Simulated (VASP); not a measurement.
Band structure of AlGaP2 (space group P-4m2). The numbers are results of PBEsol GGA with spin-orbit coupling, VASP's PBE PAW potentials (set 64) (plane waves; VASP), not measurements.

The path is coarsely sampled, so an indirect gap can come out somewhat too large.

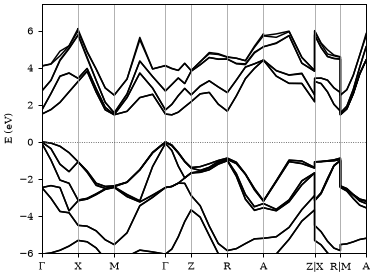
Fig. 1. Bands along high-symmetry lines, zero at the valence-band maximum or, without a gap, the Fermi level

Q: Read the plot: is there a gap, and where are the band edges?

A: The gap is indirect, 1.46 eV, from the valence maximum at Γ to the conduction minimum at Γ-Z at 0.25.

The structure comes from a computed database's AlGaP2 entry (P-4m2); how it stands against other phases isn't given here. It was relaxed first.
